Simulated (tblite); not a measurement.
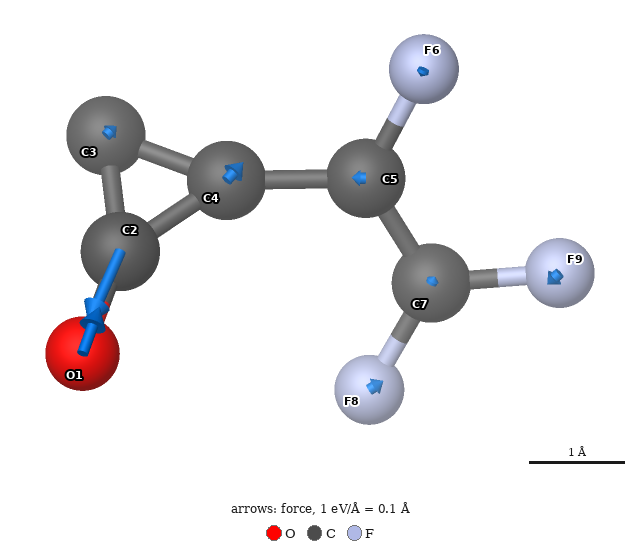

Starting geometry of C5OF3 (multiplicity 2) with the computed forces as blue arrows. A ball-and-stick model, seen at a tilt.

Computed with GFN2-xTB geometry optimisation, gas phase in tblite 0.8.0. 

What follows when this structure is relaxed?

Answer. It isn't relaxed: the largest force vector, on C2, is 9.28 eV/Å. The final displacements follow the starting forces only in part (cosine between the two patterns 0.50). Over 39 geometry steps the energy falls by 0.765 eV. The atom that moves furthest after the best rigid fit is F8 (0.16 Å). By element the largest moves are F 0.16 Å, C 0.09 Å, O 0.06 Å. Among the contacts that change: C2–C4 1.391 → 1.495 Å, O1–C2 1.275 → 1.175 Å, C4–C5 1.465 → 1.416 Å, C7–F9 1.355 → 1.314 Å. Bond angles that change, for instance: F8–C7–F9 123.5° → 111.7°, C5–C7–F9 116.2° → 125.4°, C2–C3–C4 60.5° → 65.6°.
